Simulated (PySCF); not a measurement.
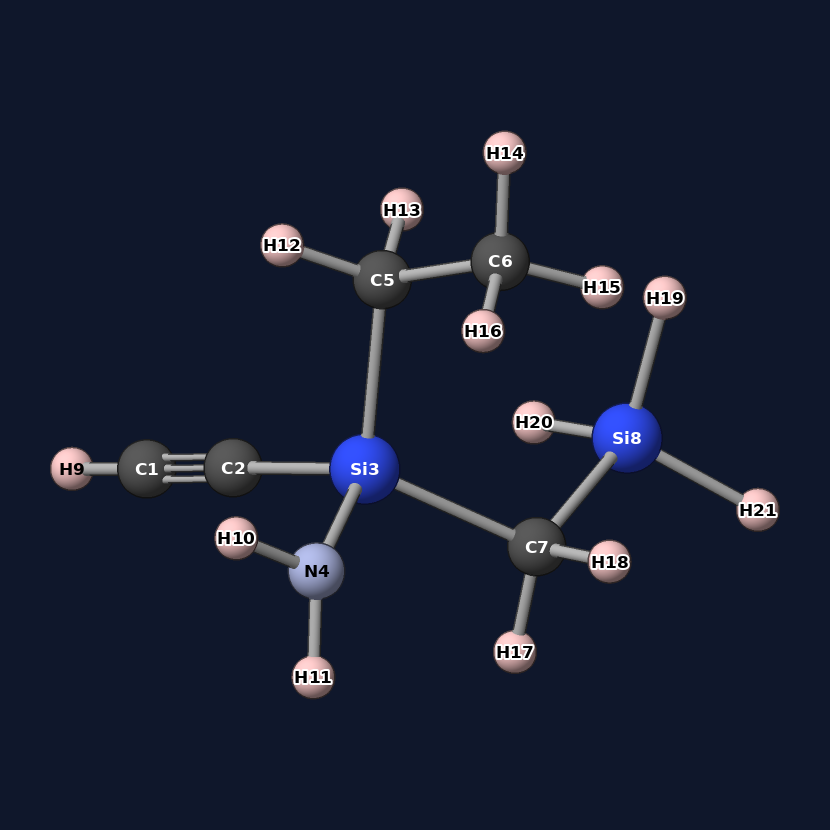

The questions are on isotropic NMR shieldings of the H atoms. Computed geometry: GFN2-xTB optimisation. No frequency run is at hand to confirm it as a minimum. Method: GIAO PBE0/pcSseg-1 NMR shielding, non-relativistic, gas phase (PySCF 2.14.0).

Give the isotropic NMR shieldings of the H atoms atom by atom.

| atom | σ (ppm) |
| --- | --- |
| H9 | 29.84 |
| H10 | 31.32 |
| H11 | 31.25 |
| H12 | 30.97 |
| H13 | 31.01 |
| H14 | 30.47 |
| H15 | 30.83 |
| H16 | 30.53 |
| H17 | 31.76 |
| H18 | 31.72 |
| H19 | 27.84 |
| H20 | 27.65 |
| H21 | 27.67 |

The geometry is semi-empirical. Around Si such bond lengths and angles can be off by a tenth of an ångström or more and by several degrees, and values that hang on the shape move with them.
